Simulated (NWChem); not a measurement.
**A workflow on the pair BH5Se···BH2SF**

Wanted: a single-point energy (singlet B2H7SeSF, TPSS-D3(BJ)/def2-SVP), then a single-point energy (singlet BH5Se, TPSS-D3(BJ)/def2-SVP), then a single-point energy (singlet BH2SF, TPSS-D3(BJ)/def2-SVP), then the energy (singlet BH5Se, TPSS-D3(BJ)/def2-SVP), then a single-point energy (singlet BH2SF, TPSS-D3(BJ)/def2-SVP) of B2FH7SSe and its partners. 

The calculation is run with NWChem 7.3.0.

## (1) Starting point

The species is B2H7SeSF (12 atoms), meant as a singlet with charge 0. The two molecules were placed rigidly side by side, at 0.9 times their contact distance; the pair isn't optimised.

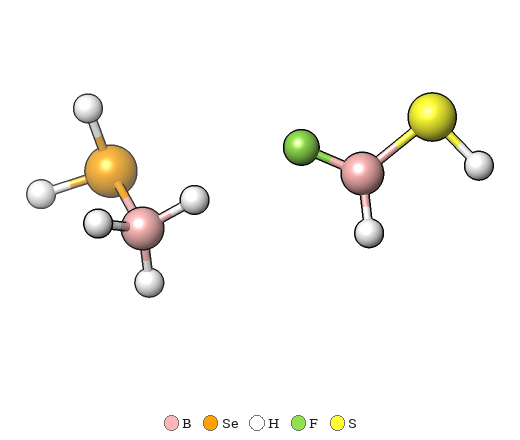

Viewed from a chosen angle; boron pink, selenium orange, hydrogen white, fluorine green, sulfur yellow.

## (2) A single-point energy at TPSS-D3(BJ)/def2-SVP (run 1)

The input, geom.nw:

```
start geom
memory 2200 mb

geometry units bohr noautosym nocenter noautoz
   B  -1.30134100 -0.78763785 -0.89168617
   Se  1.85828108  1.48532473  0.09002655
   H  -1.90473055 -1.86081331  1.01542544
   H  -0.35969047 -2.06320298 -2.53064564
   H  -2.71731278  0.83242436 -1.64700970
   H   0.99127474  2.69682815  2.43914510
   H   3.43355678 -0.30292310  1.52470663
   F   1.43785481 -4.44127213 -5.96114106
   B   0.79555580 -4.45038061 -8.37536067
   S   3.06454996 -5.59995771 -10.61759631
   H  -1.24447914 -3.70475138 -8.98579890
   H   1.57731660 -5.23015720 -12.63729779
end

basis spherical bse
   * library def2-SVP
end

dft
   xc xtpss03 ctpss03
   mult 1
   disp vdw 4
   grid fine
   convergence energy 1e-08
   iterations 100
   mulliken
   print low
end

task dft
```

Command:

```
$ nwchem geom.nw > geom.out
```

What it wrote:

```text
[...]
 d= 0,ls=0.0,diis     1  -2952.8911180209 -3.27D+03  1.36D-02  7.74D-01     4.0
[...]
 d= 0,ls=0.0,diis    11  -2953.0067828246 -6.73D-10  1.07D-07  1.97D-10    37.0
         Total DFT energy =    -2953.006782824639
      One electron energy =    -4734.175617093809
           Coulomb energy =     1597.431144479515
    Exchange-Corr. energy =     -133.996240978884
 Nuclear repulsion energy =      317.743304559644
    Dispersion correction =       -0.009373791106
[...]
      Total Density - Mulliken Population Analysis
     ---------------------------------------------
    Atom       Charge   Shell Charges
 -----------   ------   -------------------------------------------------------
    1 B    5     5.24   1.99  0.78  0.27  1.63  0.54  0.04
    2 Se  34    33.84   2.00  2.00  1.99  1.46  0.36  6.00  5.97  2.01  1.96  8.15  1.78  0.16
    3 H    1     1.03   0.75  0.27  0.01
    4 H    1     1.00   0.75  0.24  0.01
    5 H    1     1.05   0.75  0.28  0.01
    6 H    1     0.93   0.71  0.19  0.02
    7 H    1     0.92   0.71  0.19  0.02
    8 F    9     9.07   1.99  1.14  0.72  3.36  1.85  0.01
    9 B    5     4.86   1.99  0.81  0.13  1.51  0.29  0.14
   10 S   16    16.09   2.00  1.98  1.24  0.60  5.92  1.85  2.45  0.05
[...]
```

It took 38 s on 1 thread of Intel Xeon Platinum 8488C (Sapphire Rapids), shared host; peak memory 0.13 GiB.

## (3) BH5Se: a single-point energy at TPSS-D3(BJ)/def2-SVP (run 2)

The input, geom.nw:

```
start geom
title "BH5Se"
memory 2200 mb
charge 0

geometry units au noautosym nocenter noautoz
  B   -1.30134100  -0.78763785  -0.89168617
  Se   1.85828108   1.48532473   0.09002655
  H   -1.90473055  -1.86081331   1.01542544
  H   -0.35969047  -2.06320298  -2.53064564
  H   -2.71731278   0.83242436  -1.64700970
  H    0.99127474   2.69682815   2.43914510
  H    3.43355678  -0.30292310   1.52470663
end

basis spherical bse
  * library def2-SVP
end

dft
  xc xtpss03 ctpss03
  mult 1
  disp vdw 4
  grid fine
  convergence energy 1e-08
  maxiter 100
  mulliken
  noprint "final vectors analysis"
end

task dft energy
```

Command:

```
$ nwchem geom.nw > geom.out
```

What it wrote:

```text
[...]
          Wavefunction type:  closed shell.
          No. of atoms     :     7
          No. of electrons :    44
[...]
          Charge           :     0
          Spin multiplicity:     1
[...]
          AO basis - number of functions:    71
[...]
              XC Information
              --------------
                  TPSS metaGGA Exchange Functional  1.000
             TPSS03 metaGGA Correlation Functional  1.000
[...]
 d= 0,ls=0.0,diis     1  -2428.9708413906 -2.53D+03  1.48D-02  3.11D-01     1.8
[...]
 d= 0,ls=0.0,diis    10  -2429.0207328061 -1.60D-10  4.80D-08  8.97D-12    13.7
         Total DFT energy =    -2429.020732806138
      One electron energy =    -3571.540376028414
           Coulomb energy =     1137.826843643500
    Exchange-Corr. energy =      -92.987464209727
 Nuclear repulsion energy =       97.685308553471
    Dispersion correction =       -0.005044764967
[...]
      Total Density - Mulliken Population Analysis
     ---------------------------------------------
    Atom       Charge   Shell Charges
 -----------   ------   -------------------------------------------------------
    1 B    5     5.20   1.99  0.78  0.25  1.63  0.53  0.04
    2 Se  34    33.84   2.00  2.00  1.99  1.46  0.36  6.00  5.97  2.01  1.96  8.15  1.78  0.16
    3 H    1     1.03   0.75  0.27  0.01
    4 H    1     1.04   0.75  0.28  0.01
    5 H    1     1.04   0.75  0.28  0.01
    6 H    1     0.92   0.71  0.19  0.02
    7 H    1     0.92   0.71  0.19  0.02
[...]
```

Run time: 14 s. Hardware: 1 thread of Intel Xeon Platinum 8488C (Sapphire Rapids), shared host; peak memory 0.12 GiB.

## (4) BH2SF: the energy at TPSS-D3(BJ)/def2-SVP (run 3)

The input, run.nw:

```
start run
title "BFH2S"
memory stack 880 mb heap 220 mb global 1100 mb
charge 0

geometry noautosym nocenter noautoz
  F      0.760880    -2.350220    -3.154500
  B      0.420990    -2.355040    -4.432050
  S      1.621690    -2.963370    -5.618590
  H     -0.658550    -1.960470    -4.755080
  H      0.834680    -2.767680    -6.687370
end

basis "ao basis" spherical bse
  F library def2-SVP
  B library def2-SVP
  S library def2-SVP
  H library def2-SVP
end

dft
  xc xtpss03 ctpss03
  disp vdw 4
  grid fine
  convergence energy 1e-08
  maxiter 100
  mulliken
  print low
end

task dft energy
```

Command:

```
$ nwchem run.nw > run.out
```

What it wrote:

```text
[...]
 d= 0,ls=0.0,diis     1   -523.9208001626 -6.11D+02  2.34D-02  4.60D-01     0.7
[...]
 d= 0,ls=0.0,diis    10   -523.9857192356 -3.86D-09  4.82D-07  1.02D-09     5.5
         Total DFT energy =     -523.985719235596
      One electron energy =     -895.421694512459
           Coulomb energy =      325.811769216338
    Exchange-Corr. energy =      -41.008204275833
 Nuclear repulsion energy =       86.635634036907
    Dispersion correction =       -0.003223700550
[...]
      Total Density - Mulliken Population Analysis
     ---------------------------------------------
    Atom       Charge   Shell Charges
 -----------   ------   -------------------------------------------------------
    1 F    9     9.08   1.99  1.14  0.72  3.36  1.86  0.01
    2 B    5     4.87   1.99  0.80  0.12  1.51  0.30  0.14
    3 S   16    16.09   2.00  1.98  1.24  0.60  5.92  1.85  2.44  0.05
    4 H    1     1.06   0.76  0.28  0.01
    5 H    1     0.91   0.73  0.15  0.03
[...]
```

Run time: 6.3 s. Hardware: 1 thread of Intel Xeon Platinum 8488C (Sapphire Rapids), shared host; peak memory 0.12 GiB.

## (5) BH5Se among ghost functions: the energy at TPSS-D3(BJ)/def2-SVP (with ghost functions) (run 4)

The input, nw.nw:

```
start nw
memory total 2200 mb

geometry units au noautosym nocenter noautoz
B   -1.30134100  -0.78763785  -0.89168617
Se   1.85828108   1.48532473   0.09002655
H   -1.90473055  -1.86081331   1.01542544
H   -0.35969047  -2.06320298  -2.53064564
H   -2.71731278   0.83242436  -1.64700970
H    0.99127474   2.69682815   2.43914510
H    3.43355678  -0.30292310   1.52470663
bqF      1.437855    -4.441272    -5.961141
bqB      0.795556    -4.450381    -8.375361
bqS      3.064550    -5.599958   -10.617596
bqH     -1.244479    -3.704751    -8.985799
bqH      1.577317    -5.230157   -12.637298
end

basis spherical bse
B library def2-SVP
Se library def2-SVP
H library def2-SVP
bqF library F def2-SVP
bqB library B def2-SVP
bqS library S def2-SVP
bqH library H def2-SVP
end

dft
xc xtpss03 ctpss03
disp vdw 4
grid fine
convergence energy 1e-08
iterations 100
mulliken
print low
end

task dft
```

Command:

```
$ nwchem nw.nw > nw.out
```

What it wrote:

```text
[...]
 d= 0,ls=0.0,diis     1  -2428.9709256774 -2.53D+03  8.30D-03  3.12D-01     3.6
[...]
 d= 0,ls=0.0,diis    10  -2429.0208259715 -1.79D-10  2.68D-08  8.93D-12    32.6
         Total DFT energy =    -2429.020825971538
      One electron energy =    -3571.533010123793
           Coulomb energy =     1137.818897569870
    Exchange-Corr. energy =      -92.986977206119
 Nuclear repulsion energy =       97.685308553471
    Dispersion correction =       -0.005044764967
[...]
      Total Density - Mulliken Population Analysis
     ---------------------------------------------
    Atom       Charge   Shell Charges
 -----------   ------   -------------------------------------------------------
    1 B    5     5.22   1.99  0.78  0.26  1.63  0.53  0.04
    2 Se  34    33.84   2.00  2.00  1.99  1.46  0.36  6.00  5.97  2.01  1.96  8.15  1.78  0.16
    3 H    1     1.03   0.75  0.27  0.01
    4 H    1     1.02   0.75  0.26  0.01
    5 H    1     1.04   0.75  0.28  0.01
    6 H    1     0.92   0.71  0.19  0.02
    7 H    1     0.92   0.71  0.19  0.02
    8 X    0    -0.00  -0.00  0.00 -0.00 -0.00  0.00  0.00
    9 X    0     0.00   0.00 -0.00  0.00  0.00  0.00  0.00
   10 X    0    -0.00  -0.00 -0.00  0.00 -0.00 -0.00  0.00 -0.00 -0.00
[...]
```

It took 33 s on 1 thread of Intel Xeon Platinum 8488C (Sapphire Rapids), shared host; peak memory 0.13 GiB.

## (6) BH2SF among ghost functions: the energy at TPSS-D3(BJ)/def2-SVP (with ghost functions) (run 5)

The input, bfh2s.nw:

```
start bfh2s
memory total 2200 mb

geometry units bohr noautosym nocenter noautoz
  F   1.43785481 -4.44127213 -5.96114106
  B   0.79555580 -4.45038061 -8.37536067
  S   3.06454996 -5.59995771 -10.61759631
  H  -1.24447914 -3.70475138 -8.98579890
  H   1.57731660 -5.23015720 -12.63729779
  bqB     -1.301341    -0.787638    -0.891686
  bqSe     1.858281     1.485325     0.090027
  bqH     -1.904731    -1.860813     1.015425
  bqH     -0.359690    -2.063203    -2.530646
  bqH     -2.717313     0.832424    -1.647010
  bqH      0.991275     2.696828     2.439145
  bqH      3.433557    -0.302923     1.524707
end

basis "ao basis" spherical bse
  F library def2-SVP
  B library def2-SVP
  S library def2-SVP
  H library def2-SVP
  bqB library B def2-SVP
  bqSe library Se def2-SVP
  bqH library H def2-SVP
end

dft
  xc xtpss03 ctpss03
  mult 1
  disp vdw 4
  grid fine
  convergence energy 1e-08
  maxiter 100
  mulliken
  noprint "final vectors analysis"
end

task dft energy
```

Command:

```
$ nwchem bfh2s.nw > bfh2s.out
```

What it wrote:

```text
[...]
          Wavefunction type:  closed shell.
          No. of atoms     :    12
          No. of electrons :    32
[...]
          Charge           :     0
          Spin multiplicity:     1
[...]
          AO basis - number of functions:   127
[...]
              XC Information
              --------------
                  TPSS metaGGA Exchange Functional  1.000
             TPSS03 metaGGA Correlation Functional  1.000
[...]
 d= 0,ls=0.0,diis     1   -523.9218574657 -6.11D+02  1.04D-02  4.59D-01     3.1
[...]
 d= 0,ls=0.0,diis    10   -523.9868576160 -3.81D-09  2.14D-07  1.01D-09    29.1
         Total DFT energy =     -523.986857616008
      One electron energy =     -895.389223908390
           Coulomb energy =      325.774971044245
    Exchange-Corr. energy =      -41.005008793632
 Nuclear repulsion energy =       86.635627742246
    Dispersion correction =       -0.003223700477
[...]
      Total Density - Mulliken Population Analysis
     ---------------------------------------------
    Atom       Charge   Shell Charges
 -----------   ------   -------------------------------------------------------
    1 F    9     9.07   1.99  1.14  0.72  3.36  1.85  0.01
    2 B    5     4.86   1.99  0.81  0.12  1.51  0.29  0.14
    3 S   16    16.08   2.00  1.98  1.24  0.60  5.92  1.85  2.44  0.05
    4 H    1     1.06   0.76  0.28  0.01
    5 H    1     0.91   0.73  0.15  0.03
    6 X    0    -0.01   0.00 -0.00 -0.01 -0.00 -0.00 -0.00
    7 X    0     0.00  -0.00  0.00  0.00 -0.00  0.00 -0.00 -0.00 -0.00  0.00 -0.00 -0.00 -0.00
    8 X    0     0.00   0.00  0.00 -0.00
    9 X    0     0.02  -0.00  0.02  0.00
   10 X    0     0.00   0.00  0.00 -0.00
[...]
```

It took 30 s on 1 thread of Intel Xeon Platinum 8488C (Sapphire Rapids), shared host; peak memory 0.13 GiB.

## (7) What came out

| quantity | value |
| --- | --- |
| run 1, TPSS-D3(BJ)/def2-SVP: total energy | -2953.00678 Eh |
| run 1, TPSS-D3(BJ)/def2-SVP: dispersion energy | -24.61 kJ/mol |
| BH5Se: total energy | -2429.02073 Eh |
| BH5Se: dipole moment | 3.85 D |
| BH5Se: dispersion energy | -13.25 kJ/mol |
| BH2SF: total energy | -523.98572 Eh |
| BH2SF: dispersion energy | -8.46 kJ/mol |
| BH5Se among ghost functions: total energy | -2429.02083 Eh |
| BH5Se among ghost functions: dispersion energy | -13.25 kJ/mol |
| BH2SF among ghost functions: total energy | -523.98686 Eh |
| BH2SF among ghost functions: dipole moment | 1.55 D |
| BH2SF among ghost functions: dispersion energy | -8.46 kJ/mol |
| interaction energy of the rigid parts BH5Se and BH2SF (parts in their own basis; closest atoms 2.40 Å apart) | -0.009 eV |
| interaction energy of the rigid parts BH5Se and BH2SF (parts in the whole basis, counterpoise; closest atoms 2.40 Å apart) | 0.025 eV |

What this shows: The interaction energy of the rigid parts BH5Se and BH2SF (parts in their own basis; closest atoms 2.40 Å apart) is −0.01 eV (−0.2 kcal/mol). Without counterpoise this holds the superposition error of the basis. The interaction energy of the rigid parts BH5Se and BH2SF (parts in the whole basis, counterpoise; closest atoms 2.40 Å apart) is 0.02 eV (0.6 kcal/mol): the parts repel at this shape. The basis-set superposition error is 3.2 kJ/mol. It is larger than the uncorrected attraction, which is thus an artefact of the basis. Mulliken charges (BH5Se) run from -0.20 on B1 to +0.16 on Se2; they depend strongly on the basis.
